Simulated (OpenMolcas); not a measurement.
GeCl₂: excited-state calculation (part 2 of 2)

GeCl₂; MC-PDFT (tOPBE)/ANO-R2, sfX2C (OpenMolcas 26.06). The geometry comes from this level: GFN2-xTB.

Geometry of the input (Å):
```
Cl -0.0271  -1.6606  0.4180
Ge -0.4244  0.0592  -0.8266
Cl 0.4515  1.6014  0.4086
```

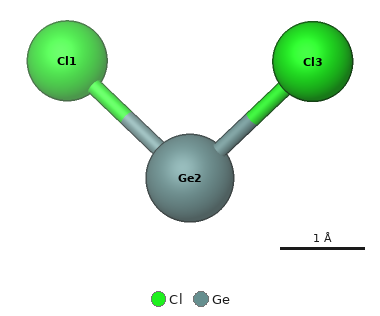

*The structure (ball-and-stick view, seen at a tilt; atoms are numbered from 1 in the order of the input). Sticks mark near contacts.*

The program's output, continued:
```
++    Natural Bond Order analysis
      ---------------------------
      Based on LoProp computed density
      -------------------------------------------------------------------------------------
      Atom A       Atom B       Bond Order
      -------------------------------------------------------------------------------------
      NBO located      1.007 non-bonded electrons on atom CL1
      NBO located      1.000 non-bonded electrons on atom CL1
      NBO located      1.000 non-bonded electrons on atom CL1
      NBO located      1.000 non-bonded electrons on atom CL1
      NBO located      1.000 non-bonded electrons on atom CL1
      NBO located      1.000 non-bonded electrons on atom CL1
      NBO located      0.998 non-bonded electrons on atom GE2
      NBO located      0.998 non-bonded electrons on atom GE2
      NBO located      0.999 non-bonded electrons on atom GE2
      NBO located      0.999 non-bonded electrons on atom GE2
      NBO located      0.999 non-bonded electrons on atom GE2
      NBO located      1.000 non-bonded electrons on atom GE2
      NBO located      1.000 non-bonded electrons on atom GE2
      NBO located      1.000 non-bonded electrons on atom GE2
      NBO located      1.000 non-bonded electrons on atom GE2
      NBO located      1.000 non-bonded electrons on atom GE2
      NBO located      1.000 non-bonded electrons on atom GE2
      NBO located      1.000 non-bonded electrons on atom GE2
      NBO located      1.000 non-bonded electrons on atom GE2
      NBO located      1.000 non-bonded electrons on atom GE2
      NBO located      1.000 non-bonded electrons on atom CL3
      NBO located      1.000 non-bonded electrons on atom CL3
      NBO located      1.000 non-bonded electrons on atom CL3
      NBO located      1.000 non-bonded electrons on atom CL3
      NBO located      1.000 non-bonded electrons on atom CL3
      The remaining    8.541 electrons are to be considered as diffuse
--

--

      Von Neumann Entropy (Root   2) =  0.99999

      Mulliken population analysis for root number:  2
      -----------------------------------------------

++    Molecular charges:
      ------------------

      Mulliken charges per centre
      ---------------------------

                CL1     GE2     CL3
      Total   17.0173 31.9757 17.0070

      N-E     -0.0173  0.0243 -0.0070

      Total electronic charge=   66.000000

      Total            charge=   -0.000000
--

      Expectation values of various properties for root number:  2
      -----------------------------------------------------------

++    Molecular properties:
      ---------------------

      Charge (e):
                      =   -0.0000
      Dipole Moment (debye):
      Origin of the operator (angstrom)=   -0.1149    0.0160   -0.2238
                   X=  8.3791E-01               Y= -3.4767E-02               Z=  1.6087E+00           Total=  1.8142E+00
      Quadrupole Moment (debye*angstrom):
      Origin of the operator (angstrom)=   -0.1149    0.0160   -0.2238
                  XX= -4.3465E+01              XY=  5.2752E-01              XZ= -5.6087E-01              YY= -4.0103E+01
                  YZ=  1.1677E-01              ZZ= -4.4353E+01
      In traceless form (debye*angstrom)
                  XX= -1.2375E+00              XY=  7.9128E-01              XZ= -8.4130E-01              YY=  3.8063E+00
                  YZ=  1.7516E-01              ZZ= -2.5688E+00
--

      LoProp population analysis for root number:  2
      -----------------------------------------------

++    LoProp analysis:
      ----------------

++    Static properties:
      ------------------

      LoProp Charges per center

                   CL1      GE2      CL3
      Nuclear     17.0000  32.0000  17.0000
      Electronic -16.9972 -32.0160 -16.9868

      Total        0.0028  -0.0160   0.0132
--

      Natural Bond Order analysis for root number:  2

++    Natural Bond Order analysis
      ---------------------------
      Based on LoProp computed density
      -------------------------------------------------------------------------------------
      Atom A       Atom B       Bond Order
      -------------------------------------------------------------------------------------
      NBO located      1.000 non-bonded electrons on atom CL1
      NBO located      1.000 non-bonded electrons on atom CL1
      NBO located      1.000 non-bonded electrons on atom CL1
      NBO located      1.000 non-bonded electrons on atom CL1
      NBO located      1.000 non-bonded electrons on atom CL1
      NBO located      0.998 non-bonded electrons on atom GE2
      NBO located      0.999 non-bonded electrons on atom GE2
      NBO located      0.999 non-bonded electrons on atom GE2
      NBO located      0.999 non-bonded electrons on atom GE2
      NBO located      0.999 non-bonded electrons on atom GE2
      NBO located      1.000 non-bonded electrons on atom GE2
      NBO located      1.000 non-bonded electrons on atom GE2
      NBO located      1.000 non-bonded electrons on atom GE2
      NBO located      1.000 non-bonded electrons on atom GE2
      NBO located      1.000 non-bonded electrons on atom GE2
      NBO located      1.000 non-bonded electrons on atom GE2
      NBO located      1.000 non-bonded electrons on atom GE2
      NBO located      1.000 non-bonded electrons on atom GE2
      NBO located      1.000 non-bonded electrons on atom GE2
      NBO located      1.000 non-bonded electrons on atom CL3
      NBO located      1.000 non-bonded electrons on atom CL3
      NBO located      1.000 non-bonded electrons on atom CL3
      NBO located      1.000 non-bonded electrons on atom CL3
      NBO located      1.000 non-bonded electrons on atom CL3
      The remaining    9.342 electrons are to be considered as diffuse
--

--

      Von Neumann Entropy (Root   3) =  1.01640

      Mulliken population analysis for root number:  3
      -----------------------------------------------

++    Molecular charges:
      ------------------

      Mulliken charges per centre
      ---------------------------

                CL1     GE2     CL3
      Total   17.0114 31.9654 17.0233

      N-E     -0.0114  0.0346 -0.0233

      Total electronic charge=   66.000000

      Total            charge=   -0.000000
--

      Expectation values of various properties for root number:  3
      -----------------------------------------------------------

++    Molecular properties:
      ---------------------

      Charge (e):
                      =   -0.0000
      Dipole Moment (debye):
      Origin of the operator (angstrom)=   -0.1149    0.0160   -0.2238
                   X=  8.0281E-01               Y= -2.0997E-01               Z=  1.5913E+00           Total=  1.7947E+00
      Quadrupole Moment (debye*angstrom):
      Origin of the operator (angstrom)=   -0.1149    0.0160   -0.2238
                  XX= -4.3422E+01              XY=  3.6279E-01              XZ= -6.2830E-01              YY= -4.0796E+01
                  YZ=  2.7514E-02              ZZ= -4.4353E+01
      In traceless form (debye*angstrom)
                  XX= -8.4761E-01              XY=  5.4419E-01              XZ= -9.4245E-01              YY=  3.0920E+00
                  YZ=  4.1271E-02              ZZ= -2.2444E+00
--

      LoProp population analysis for root number:  3
      -----------------------------------------------

++    LoProp analysis:
      ----------------

++    Static properties:
      ------------------

      LoProp Charges per center

                   CL1      GE2      CL3
      Nuclear     17.0000  32.0000  17.0000
      Electronic -17.0084 -31.9715 -17.0201

      Total       -0.0084   0.0285  -0.0201
--

      Natural Bond Order analysis for root number:  3

++    Natural Bond Order analysis
      ---------------------------
      Based on LoProp computed density
      -------------------------------------------------------------------------------------
      Atom A       Atom B       Bond Order
      -------------------------------------------------------------------------------------
      NBO located      1.000 non-bonded electrons on atom CL1
      NBO located      1.000 non-bonded electrons on atom CL1
      NBO located      1.000 non-bonded electrons on atom CL1
      NBO located      1.000 non-bonded electrons on atom CL1
      NBO located      1.000 non-bonded electrons on atom CL1
      NBO located      0.998 non-bonded electrons on atom GE2
      NBO located      0.998 non-bonded electrons on atom GE2
      NBO located      0.999 non-bonded electrons on atom GE2
      NBO located      0.999 non-bonded electrons on atom GE2
      NBO located      0.999 non-bonded electrons on atom GE2
      NBO located      1.000 non-bonded electrons on atom GE2
      NBO located      1.000 non-bonded electrons on atom GE2
      NBO located      1.000 non-bonded electrons on atom GE2
      NBO located      1.000 non-bonded electrons on atom GE2
      NBO located      1.000 non-bonded electrons on atom GE2
      NBO located      1.000 non-bonded electrons on atom GE2
      NBO located      1.000 non-bonded electrons on atom GE2
      NBO located      1.000 non-bonded electrons on atom GE2
      NBO located      1.000 non-bonded electrons on atom GE2
      NBO located      1.000 non-bonded electrons on atom CL3
      NBO located      1.000 non-bonded electrons on atom CL3
      NBO located      1.000 non-bonded electrons on atom CL3
      NBO located      1.000 non-bonded electrons on atom CL3
      NBO located      1.000 non-bonded electrons on atom CL3
      The remaining    9.310 electrons are to be considered as diffuse
--

--

      Average orbitals are written to the RASORB file
      Natural orbitals for root   1 are written to the RASORB.1 file
      Natural orbitals for root   2 are written to the RASORB.2 file
      Natural orbitals for root   3 are written to the RASORB.3 file
      Spin density orbitals for root   1 are written to the SPDORB.1 file
      Spin density orbitals for root   2 are written to the SPDORB.2 file
      Spin density orbitals for root   3 are written to the SPDORB.3 file

--- Stop Module: rasscf /rc=_RC_ALL_IS_WELL_ ---
           step4.RasOrb.3 step4.rasscf.h5 step4.SpdOrb.1 step4.SpdOrb.2 step4.SpdOrb.3 xmldump
--- Module rasscf spent 12 seconds ---

--- Start Module: mcpdft ---

                                              &MCPDFT

                       available to each process: 1.9 GB of memory, 1 thread

 ###############################################################################
 ###    WARNING: Deprecation warning: KSDF should be replaced                ###
 ###    with FUNC keyword                                                    ###
 ###############################################################################

++    Wave function specifications:
      -----------------------------

      Number of closed shell electrons          62
      Number of electrons in active shells       4
      Max number of holes in RAS1 space          0
      Max nr of electrons in RAS3 space          0
      Number of inactive orbitals               31
      Number of active orbitals                  3
      Number of secondary orbitals             115
      Spin quantum number                      0.0
      State symmetry                             1
      Number of CSFs                             6
      Number of RASSCF root(s) available         3
--

++    Orbital specifications:
      -----------------------

      Symmetry species                           1
                                                 a
      Frozen orbitals                            0
      Inactive orbitals                         31
      Active orbitals                            3
      RAS1 orbitals                              0
      RAS2 orbitals                              3
      RAS3 orbitals                              0
      Secondary orbitals                       115
      Deleted orbitals                           0
      Number of basis functions                149
--

++    MCPDFT specifications:
      ----------------------

      Cholesky decomposition                     On
      Type of calculation                        MS-PDFT
      On-Top Functional                          T:OPBE
      Exchange scaling factor                    1.00
      Correlation scaling factor                 1.00
      Wave function energy weight                0.00
--

      Numerical integration parameters
      --------------------------------
      Radial quadrature type:                         MHL
      Size of radial grid:                            99
      Lebedev angular grid:                           41
      Angular grid pruned with the crowding factor:  1.00E+10
                                 and fading factor:  1.00E+01
      Screening threshold for integral computation:   1.00E-11
      Radial quadrature accuracy:                     1.00E-25
      Maximum batch size:                             128
      AO values are stored on disk

++    DFT functional specifications:
      ------------------------------
      Using Libxc version: 6.2.2
      Please cite the following reference:
      S. Lehtola, C. Steigemann, M. J.T. Oliveira, and M. A.L. Marques.,  SoftwareX 7, 1–5 (2018) doi:10.1016/j.softx.2017.11.002

      * Handy & Cohen OPTX 01
        - N. C. Handy and A. J. Cohen.,  Mol. Phys. 99, 403 (2001) doi:10.1080/00268970010018431
      * Perdew, Burke & Ernzerhof
        - J. P. Perdew, K. Burke, and M. Ernzerhof.,  Phys. Rev. Lett. 77, 3865 (1996) doi:10.1103/PhysRevLett.77.3865
        - J. P. Perdew, K. Burke, and M. Ernzerhof.,  Phys. Rev. Lett. 78, 1396 (1997) doi:10.1103/PhysRevLett.78.1396
--
   File JOBOLD not found -- use JOBIPH.
      The MO-coefficients are taken from the file:
      JOBIPH
 Reference MC-SCF energies taken from diagonal elements of
 effective Hamiltonian

++    XMS-PDFT INTERMEDIATE STATE 0001
      --------------------------------

      MCSCF reference energy                                            -3019.10269525

      Integrated total density:                                                 66.000
      Integrated alpha density before functional transformation:                33.000
      Integrated  beta density before functional transformation:                33.000
      Integrated alpha density  after functional transformation:                33.120
      Integrated  beta density  after functional transformation:                32.880
      Integrated alpha tau     before functional transformation:                 0.000
      Integrated  beta tau     before functional transformation:                 0.000
      Integrated alpha tau      after functional transformation:                 0.000
      Integrated  beta tau      after functional transformation:                 0.000
      NOTE:
      Densities after transformation are intermediate quantities
      and should not be interpreted as real spin densities

      Exchange energy scaling factor                                          1.000000
      Correlation energy scaling factor                                       1.000000

      Integrated alpha exchange energy                                      -67.519835
      Integrated beta  exchange energy                                      -67.405580
      Integrated  correlation   energy                                       -2.869777

      Nuclear Repulsion energy                                            312.87006694
      CASSCF contribution energy                                        -2884.92483442
      On-top energy                                                      -137.79519288

      Total MCPDFT energy for state   1                                 -3022.72002730
--

++    XMS-PDFT INTERMEDIATE STATE 0002
      --------------------------------

      MCSCF reference energy                                            -3018.88798068

      Integrated total density:                                                 66.000
      Integrated alpha density before functional transformation:                33.000
      Integrated  beta density before functional transformation:                33.000
      Integrated alpha density  after functional transformation:                33.783
      Integrated  beta density  after functional transformation:                32.217
      Integrated alpha tau     before functional transformation:                 0.000
      Integrated  beta tau     before functional transformation:                 0.000
      Integrated alpha tau      after functional transformation:                 0.000
      Integrated  beta tau      after functional transformation:                 0.000
      NOTE:
      Densities after transformation are intermediate quantities
      and should not be interpreted as real spin densities

      Exchange energy scaling factor                                          1.000000
      Correlation energy scaling factor                                       1.000000

      Integrated alpha exchange energy                                      -67.738757
      Integrated beta  exchange energy                                      -67.014661
      Integrated  correlation   energy                                       -2.858377

      Nuclear Repulsion energy                                            312.87006694
      CASSCF contribution energy                                        -2884.93601632
      On-top energy                                                      -137.61179514

      Total MCPDFT energy for state   2                                 -3022.54781146
--

++    XMS-PDFT INTERMEDIATE STATE 0003
      --------------------------------

      MCSCF reference energy                                            -3018.85513461

      Integrated total density:                                                 66.000
      Integrated alpha density before functional transformation:                33.000
      Integrated  beta density before functional transformation:                33.000
      Integrated alpha density  after functional transformation:                33.685
      Integrated  beta density  after functional transformation:                32.315
      Integrated alpha tau     before functional transformation:                 0.000
      Integrated  beta tau     before functional transformation:                 0.000
      Integrated alpha tau      after functional transformation:                 0.000
      Integrated  beta tau      after functional transformation:                 0.000
      NOTE:
      Densities after transformation are intermediate quantities
      and should not be interpreted as real spin densities

      Exchange energy scaling factor                                          1.000000
      Correlation energy scaling factor                                       1.000000

      Integrated alpha exchange energy                                      -67.706769
      Integrated beta  exchange energy                                      -67.055598
      Integrated  correlation   energy                                       -2.859351

      Nuclear Repulsion energy                                            312.87006694
      CASSCF contribution energy                                        -2884.90614597
      On-top energy                                                      -137.62171822

      Total MCPDFT energy for state   3                                 -3022.52786419
--

++       XMS-PDFT FINAL RESULTS
      -------------------------

      XMS-PDFT Effective Hamiltonian
      (diagonal values increased by  3020.00 hartree)
       -2.720027  0.000208  0.036696
        0.000208 -2.547811  0.000048
        0.036696  0.000048 -2.527864

::    MSPDFT root number  1 Total energy:  -3022.72679646
::    MSPDFT root number  2 Total energy:  -3022.54781151
::    MSPDFT root number  3 Total energy:  -3022.52109497

      XMS-PDFT Eigenvectors:

      Intermediate-state Basis
       Root    1      Root    2      Root    3
       -0.983409       0.000499       0.181404
        0.001095       0.999994       0.003184
        0.181402      -0.003330       0.983403

      Reference-state Basis
       Root    1      Root    2      Root    3
       -0.999266       0.000067       0.038301
        0.000113       0.999999       0.001190
        0.038301      -0.001193       0.999266
--

--- Stop Module: mcpdft /rc=_RC_ALL_IS_WELL_ ---
--- Module mcpdft spent 15 seconds ---

.##################.
.# Happy landing! #.
.##################.

    Timing: Wall=46.28 User=44.12 System=2.10
```
